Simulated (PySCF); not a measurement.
# H₃NSi (SMILES N[SiH]): what the fields show

| atom | x (Å) | y (Å) | z (Å) |
| --- | --- | --- | --- |
| Si | 1.0169 | -0.6739 | 0.3931 |
| N | -0.5517 | -0.1039 | -0.0150 |
| H | 1.7310 | 0.5844 | -0.1315 |
| H | -0.7824 | 0.7841 | -0.4499 |
| H | -1.3834 | -0.6559 | 0.1702 |

Geometry: PBE0-D3(BJ)/def2-SVP.

These are results of PBE0/pcSseg-2, SCF density, gas phase, non-relativistic in PySCF, not measurements.

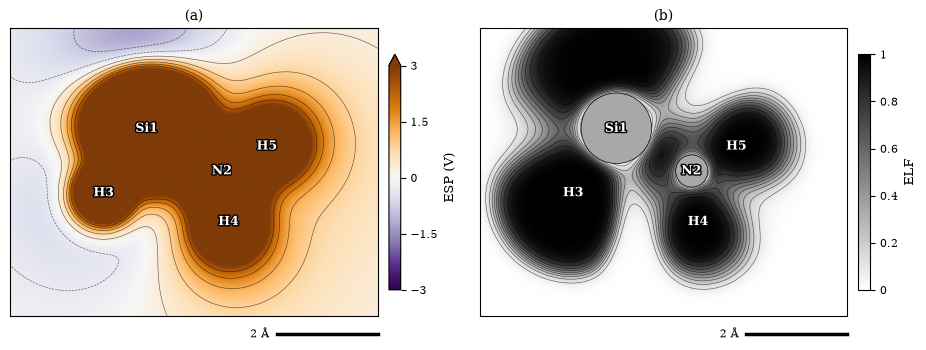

Figure 1. (a) electrostatic potential; (b) electron localisation function on the molecular plane. Grey discs cover the atomic cores in the ELF map.

### What do the fields say about this system?

- Atoms in the plane: Si, N and H.
- Si–N (1.72 Å): the ELF peaks at about 0.90 between the atoms; a shared but strongly polarised pair.
- N–H (1.02 Å): the ELF climbs to about 1 towards the hydrogen, as it does in any bond to H; an ordinary covalent bond to hydrogen.
- Si–H (1.54 Å): the ELF climbs to about 1 towards the hydrogen.
- The ELF also peaks beside Si1, away from the bonds: lone-pair regions.
- Outside the dense part of the molecule the potential is most negative (−1.3 V) near Si1.

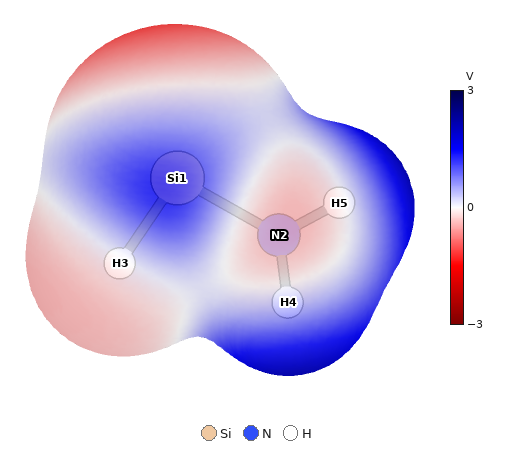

Figure 2. The molecular electrostatic potential painted on the density surface at 0.002 e/bohr³, seen at a tilt; red is negative and blue positive.

### Where is the surface potential most negative and most positive?

The most negative region (about −1.2 V) lies over Si1, the most positive (about +2.1 V) over H4 and H5.

### What dipole moment does the calculation give?

Its dipole moment is 2.00 D.
